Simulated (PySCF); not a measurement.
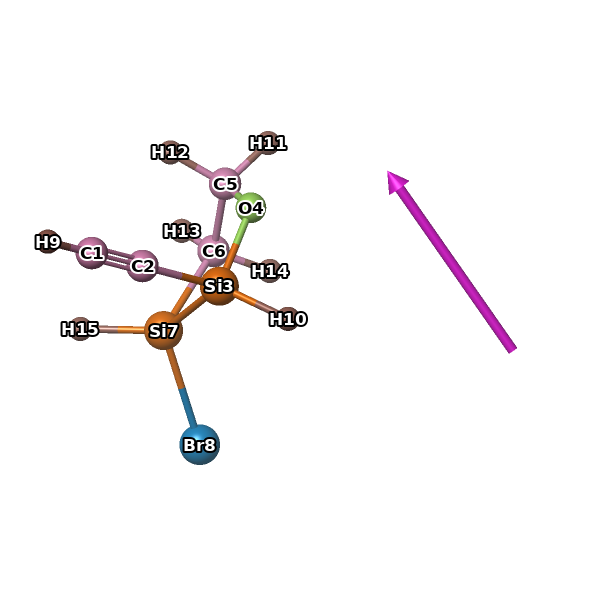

The arrow beside the molecule shows the direction of the dipole moment, from the negative to the positive end (its length means nothing). Computed geometry: GFN2-xTB optimisation. No frequency run is at hand to confirm it as a minimum. Level of theory: B3LYP/def2-SVPD, gas phase (PySCF 2.14.0).

> How large is the dipole moment?

1.83 D; it points from the side of Br8 to the side of H9 (the outermost atoms at the two ends).

The geometry is semi-empirical. Around Br, Si such bond lengths and angles can be off by a tenth of an ångström or more and by several degrees, and values that hang on the shape move with them.
